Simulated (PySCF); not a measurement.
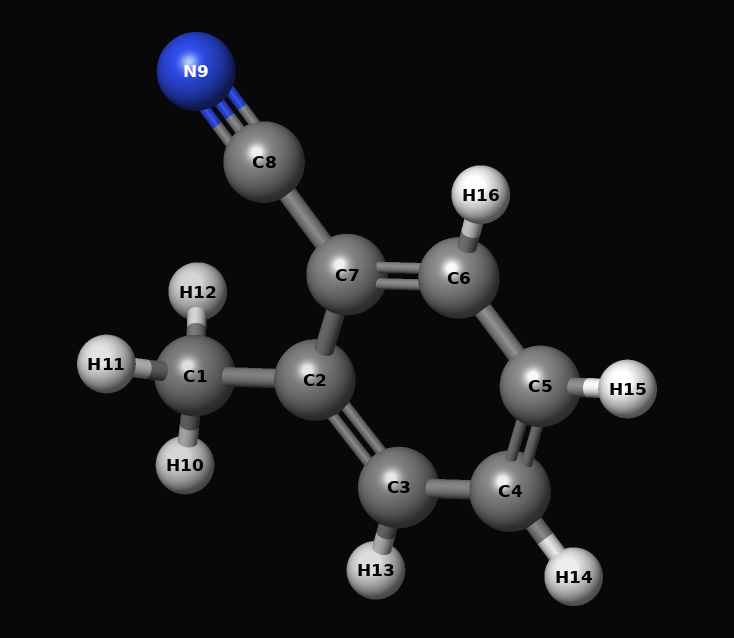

The geometry was computed by an optimisation with PBE0-D3(BJ)/def2-SVP. No frequency run is at hand to confirm it as a minimum. Method: TDDFT B3LYP/def2-SVPD, vertical, gas phase, core orbitals frozen in the response (PySCF 2.14.0), and the same with a continuum solvent (IEF-PCM, Bondi radii x 1.2, gas-phase geometry).

How do dipole (D), HOMO–LUMO gap (eV), lowest singlet (eV) change in chloroform (ε = 4.7), acetone (ε = 20.5)?

| medium | dipole (D) | HOMO–LUMO gap (eV) | lowest singlet (eV) |
| --- | --- | --- | --- |
| gas phase | 4.38 | 5.62 | 4.92 |
| chloroform | 5.50 | 5.56 | 4.84 |
| acetone | 5.88 | 5.54 | 4.82 |
